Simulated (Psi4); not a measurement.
# HF/STO-3G run of SF2 (sulfur difluoride)

What is the vertical ionisation energy of SF2 (sulfur difluoride) at HF/STO-3G? 

The calculation is run with Psi4 1.11.

## 1. The system as given

SF2: 3 atoms, total charge 0, spin state singlet. As SMILES, `FSF`. The shape is that of a PBE0-D4/def2-TZVP optimisation.

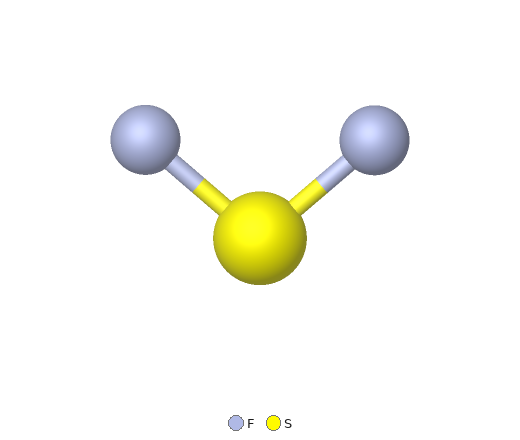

Viewed from a chosen angle; fluorine light blue, sulfur yellow.

## 2. A single-point energy at HF/STO-3G

Input file job.py:

```python
import psi4

psi4.set_memory(2200000000)
psi4.set_num_threads(1)
psi4.set_output_file('output.dat', False)

mol = psi4.geometry("""
0 1
F
S 1 1.590365
F 2 1.59036 1 98.62365
symmetry c1
""")

psi4.set_options({
    'basis': 'STO-3G',
    'puream': True,
    'e_convergence': 1e-09,
    'd_convergence': 1e-08,
    'scf_type': 'pk',
})

E, wfn = psi4.energy('scf', molecule=mol, return_wfn=True)
psi4.oeprop(wfn, 'LOWDIN_CHARGES', 'DIPOLE', 'MAYER_INDICES')
print(f'total energy {E:.8f} hartree = {E * 27.211386:.5f} eV')
```

Started as:

```sh
$ python job.py
```

output.dat:

```text
[...]
  Running in c1 symmetry.
[...]
  Nuclear repulsion =  113.601138216877061
[...]
  Multiplicity = 1
[...]
  Nalpha       = 17
  Nbeta        = 17
[...]
    Number of basis functions: 19
[...]
   @RHF iter   1:  -589.11049385580827   -1.01766e+00   1.21048e-02 ADIIS/DIIS
[...]
   @RHF iter   9:  -589.16887094109711   -5.57066e-12   7.69566e-09 DIIS
[...]
    Orbital Energies [Eh]
    ---------------------
    Doubly Occupied:
       1A    -90.869897     2A    -25.923883     3A    -25.923724
       4A     -8.764559     5A     -6.397287     6A     -6.394680
       7A     -6.390418     8A     -1.531080     9A     -1.482723
      10A     -0.839504    11A     -0.564997    12A     -0.561564
      13A     -0.553783    14A     -0.502137    15A     -0.464028
      16A     -0.401822    17A     -0.266762
[...]
  @RHF Final Energy:  -589.16887094109711
   => Energetics <=
    Nuclear Repulsion Energy =            113.6011382168770609
    One-Electron Energy =               -1049.8743203482749777
    Two-Electron Energy =                 347.1043111903007912
    Total Energy =                       -589.1688709410971114
[...]
 Multipole Moments:
 ------------------------------------------------------------------------------------
     Multipole            Electronic (a.u.)      Nuclear  (a.u.)        Total (a.u.)
 ------------------------------------------------------------------------------------
 L = 1.  Multiply by 2.5417464519 to convert [e a0] to [Debye]
 Dipole X            :          0.4789630           -0.6890614           -0.2100984
 Dipole Y            :          0.4118008           -0.5924411           -0.1806404
 Dipole Z            :          0.0000000            0.0000000            0.0000000
 Magnitude           :                                                    0.2770781
[...]
```

On the terminal:

```text
total energy -589.16887094 hartree = -16032.10157 eV
```

It took 3.6 s on 1 thread of Intel Xeon at 2.50GHz (Skylake/Cascade Lake), shared host; peak memory 0.18 GiB.

## 3. The doublet cation: energy and forces at UHF/STO-3G

Input file f2s.xyz:

```xyz
3
F2S
F      0.440140     1.116450     0.365400
S     -0.601990     0.126530    -0.315250
F      0.161840    -1.242970    -0.050150
```

Input file run.py:

```python
import psi4

psi4.set_memory('2200 MB')
psi4.set_num_threads(1)
psi4.set_output_file('psi4.out', False)

with open('f2s.xyz') as f:
    atoms = ''.join(f.readlines()[2:])
geom = psi4.geometry('1 2\n' + atoms + 'symmetry c1')

options = {'basis': 'STO-3G', 'reference': 'uhf', 'puream': True, 'e_convergence': 1e-09, 'd_convergence': 1e-08, 'scf_type': 'pk', 'maxiter': 100}
psi4.set_options(options)

e_tot = psi4.gradient("hf")
print('gradient / Eh bohr^-1')
print(e_tot.np.round(6))
for k, v in sorted(psi4.core.scalar_variables().items()):
    print(f'{k:45s} {v:18.10f}')
```

Started as:

```sh
$ python run.py
```

psi4.out:

```text
[...]
  Running in c1 symmetry.
[...]
  Nuclear repulsion =  113.601141047721853
[...]
  Multiplicity = 2
[...]
  Nalpha       = 17
  Nbeta        = 16
[...]
    Number of basis functions: 19
[...]
   @UHF iter   1:  -588.79704129508514   -7.04211e-01   1.71567e-02 DIIS/ADIIS
[...]
   @UHF iter  15:  -588.91271760868324    0.00000e+00   2.15387e-09 DIIS
[...]
   @S^2 Observed:                7.667675437E-01
[...]
    Orbital Energies [Eh]
    ---------------------
    Alpha Occupied:
       1A    -91.458386     2A    -26.383020     3A    -26.382863
       4A     -9.320829     5A     -6.964377     6A     -6.950101
       7A     -6.946476     8A     -1.925889     9A     -1.868277
      10A     -1.272667    11A     -0.983310    12A     -0.944377
      13A     -0.941210    14A     -0.894202    15A     -0.836767
      16A     -0.789166    17A     -0.731131
    Alpha Virtual:
      18A     -0.030468    19A      0.009430
    Beta Occupied:
[...]
  @UHF Final Energy:  -588.91271760868324
   => Energetics <=
    Nuclear Repulsion Energy =            113.6011410477218533
    One-Electron Energy =               -1034.9108188726290791
    Two-Electron Energy =                 332.3969602162240449
    Total Energy =                       -588.9127176086831241
  UHF NO Occupations:
  HONO-2 :   15  A 1.9959105
  HONO-1 :   16  A 1.9956880
[...]
 Multipole Moments:
 ------------------------------------------------------------------------------------
     Multipole            Electronic (a.u.)      Nuclear  (a.u.)        Total (a.u.)
 ------------------------------------------------------------------------------------
 L = 1.  Multiply by 2.5417464519 to convert [e a0] to [Debye]
 Dipole X            :          0.2167100           -0.8932284           -0.6765184
 Dipole Y            :         -0.0405498            0.1671378            0.1265880
 Dipole Z            :         -0.0000000            0.0000000           -0.0000000
 Magnitude           :                                                    0.6882599
[...]
  -Total Gradient:
     Atom            X                  Y                   Z
    ------   -----------------  -----------------  -----------------
       1       -0.021078651793    -0.011036106351     0.000000000000
       2        0.036742934101    -0.006878585363    -0.000000000000
       3       -0.015664282314     0.017914691713     0.000000000000
[...]
```

Standard output:

```text
gradient / Eh bohr^-1
[[-0.021079 -0.011036  0.      ]
 [ 0.036743 -0.006879 -0.      ]
 [-0.015664  0.017915  0.      ]]
CURRENT ENERGY                                   -588.9127176087
CURRENT REFERENCE ENERGY                         -588.9127176087
DD SOLVATION ENERGY                                 0.0000000000
HF KINETIC ENERGY                                 580.0476210499
HF POTENTIAL ENERGY                             -1168.9603386586
HF TOTAL ENERGY                                  -588.9127176087
HF VIRIAL RATIO                                     2.0152833944
NUCLEAR REPULSION ENERGY                          113.6011410477
ONE-ELECTRON ENERGY                             -1034.9108188726
PCM POLARIZATION ENERGY                             0.0000000000
PE ENERGY                                           0.0000000000
SCF ITERATION ENERGY                             -588.9127176087
SCF ITERATIONS                                     15.0000000000
SCF TOTAL ENERGY                                 -588.9127176087
TWO-ELECTRON ENERGY                               332.3969602162
```

Run time: 3.6 s. Hardware: 1 thread of Intel Xeon at 2.50GHz (Skylake/Cascade Lake), shared host; peak memory 0.18 GiB.

## 4. What came out

At HF/STO-3G:

```
                                          quantity          value
                         singlet SF2: total energy  -589.16887 Eh
                        singlet SF2: dipole moment         0.70 D
                          singlet SF2: HOMO energy       -7.26 eV
                          singlet SF2: LUMO energy       10.56 eV
                        singlet SF2: HOMO–LUMO gap       17.82 eV
                      doublet cation: total energy  -588.91272 Eh
doublet cation: HOMO energy (highest over α and β)      -19.90 eV
 doublet cation: LUMO energy (lowest over α and β)       -6.56 eV
                              doublet cation: ⟨S²⟩          0.767
          doublet cation: largest force on an atom     1.922 eV/Å
vertical ionisation energy (to the doublet cation)       6.970 eV
```

Removing an electron at fixed nuclei costs 6.97 eV (673 kJ/mol). −ε(HOMO) before ionisation, 7.26 eV, is 0.29 eV above this ionisation energy. In a minimal basis such a difference can be off by several eV, whatever the method.
